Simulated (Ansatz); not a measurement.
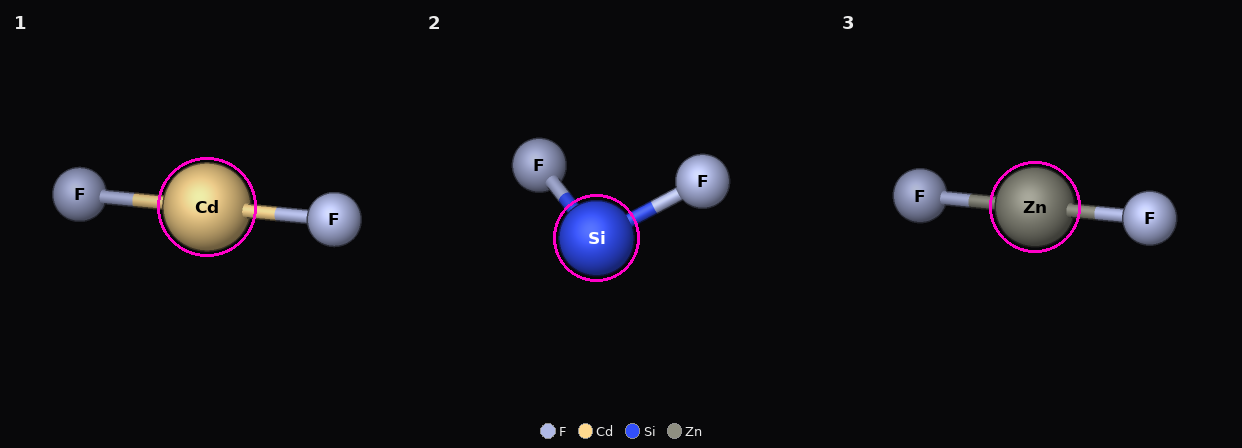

3 molecules with one skeleton, seen from the same side and at one scale; the atom that differs is circled. Each species is neutral and a spin singlet. Computed geometries: PBE0-D4/def2-TZVP optimisations, one conformation each. Properties computed with Ansatz 0.2.0. Elements past Kr carry core potentials.

One atom differs, called X below: Cd in panel 1, Si in panel 2, Zn in panel 3. Their formulas are CdF2 (`[F][Cd][F]`), SiF2 (`F[Si]F`), ZnF2 (`[F][Zn][F]`).

Rank them by the mean length of X–F, lowest first (PBE0-D4/def2-TZVP).

2 (Si), 3 (Zn), 1 (Cd).

Rank them by the HOMO energy (Kohn–Sham orbital), lowest first (revPBE-D4/def2-TZVPP).

3 (Zn), 1 (Cd), 2 (Si).

Give the values. With PBE0-D4/def2-TZVP: mean length of X–F (Å), angle F–X–F (°). With revPBE-D4/def2-TZVPP: HOMO energy (Kohn–Sham orbital) (eV), HOMO–LUMO gap (eV). With PBE-D4/def2-TZVPP: dipole moment (D), vertical ionisation energy (eV).

```tsv
quantity	1 (Cd)	2 (Si)	3 (Zn)
mean length of X–F (Å)	1.921	1.601	1.732
angle F–X–F (°)	180.0	100.6	180.0
HOMO energy (Kohn–Sham orbital) (eV)	−8.03	−7.02	−8.47
HOMO–LUMO gap (eV)	4.82	4.13	5.64
dipole moment (D)	0.00	0.98	0.00
vertical ionisation energy (eV)	12.08	10.83	12.69
```
